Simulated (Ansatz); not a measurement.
F$_{2}$H$_{4}$O$_{2}$Si$_{2}$ (SMILES O[SiH](F)O[SiH2]F)

```xyz
10

O    -1.4927   -1.0737    1.7422
Si   -0.4084    0.0331    1.2749
F    -1.0825    1.4716    1.1827
O     0.1716   -0.3081   -0.2008
Si    0.9073    0.1429   -1.5742
F     2.3055    0.8187   -1.2219
H    -2.2393   -1.2847    1.1802
H     0.6530    0.0669    2.2843
H     0.0926    1.1484   -2.2875
H     1.1759   -1.0663   -2.3768
```

Geometry: PBE0-D4/def2-TZVP.

Theory: RKS PBE0-D4/def2-TZVPP (Ansatz 0.2.0).

Predict the electron density and electron localisation function between the atoms.

Si–F (1.59 Å): ρ is about 1.2 e/Å³ halfway; the ELF peaks at about 0.85 in the valence shell of F, 0.6 Å from its nucleus, and is about 0.50 at the midpoint.
Si–O (1.62 Å): ρ at the midpoint is about 1.2 e/Å³; the ELF peaks at about 0.85 between the atoms: a short, strongly polar bond.

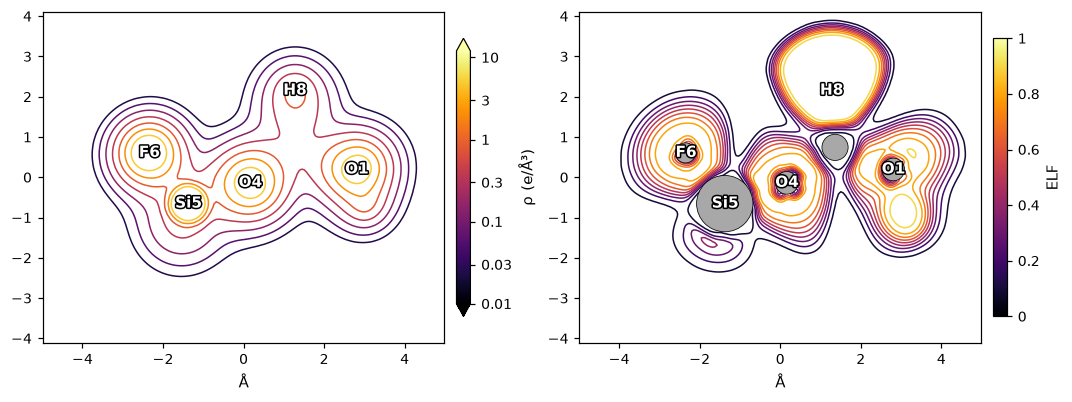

Computed electron density and electron localisation function on the plane of atoms O4, Si5 and F6, in this order. Grey discs cover the atomic cores in the ELF map. 
